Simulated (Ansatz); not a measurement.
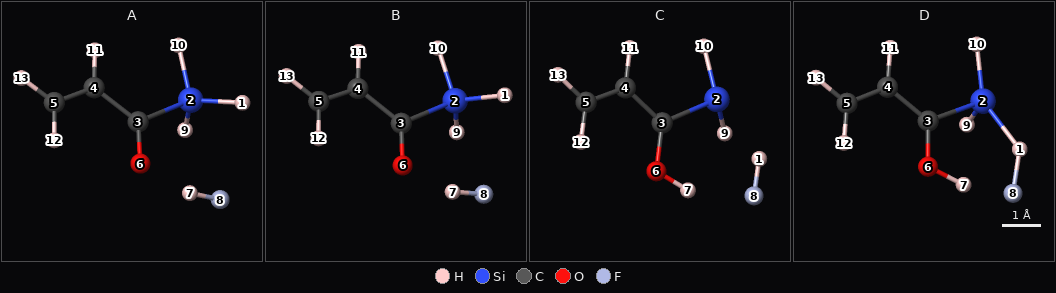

4 geometries from a converged minimum-energy path of C3H7FOSi, shuffled. The picture is a ball-and-stick view, seen at a tilt.

These are results of RKS PBE/6-31G* (Ansatz 0.2.0), not measurements. Run with 7 movable images; climbing image; force threshold 0.03 eV/Å; iteration limit 60; starting path through a guess of the saddle point.

### One of them is the converged climbing image. Which?

D. In order along the path, whose images run from 0 to 8: B (image 0, 0.0 kJ/mol), A (image 1, +1.2 kJ/mol), D (image 5, +119.9 kJ/mol), C (image 8, +103.3 kJ/mol). Breaking: H1–Si2 (1.49 → 1.75 at the top → 2.26 Å), H7–F8 (0.98 → 1.37 at the top → 1.75 Å). Forming: H1–F8 (2.67 → 1.21 at the top → 0.98 Å), O6–H7 (1.57 → 1.08 at the top → 1.00 Å).

The run took 100 s on 2 threads of Intel(R) Xeon(R) 6975P-C (Granite Rapids), on a shared host, peak memory 0.17 GiB.
